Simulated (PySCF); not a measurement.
SMILES FF (F2), singlet, B3LYP/def2-SVP optimised geometry. Atoms within 1.6 Å of the plane z = 0.0 Å (x, y, z in Å): F1 (-0.70, 0.00, 0.00), F2 (0.70, 0.00, 0.00).

Level of theory: PySCF with B3LYP/def2-TZVP. Cells within 0.4 Å of a nucleus heavier than hydrogen are left out (blank, or x).

Map of the deformation density (molecule minus spherical neutral atoms) (e/bohr³) on the plane z = 0.0 Å:

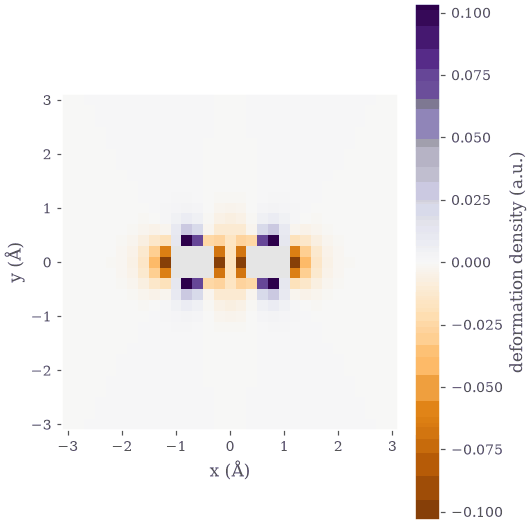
Figure: Deformation density (molecule minus spherical neutral atoms) (e/bohr³) on the plane z = 0.0 Å.
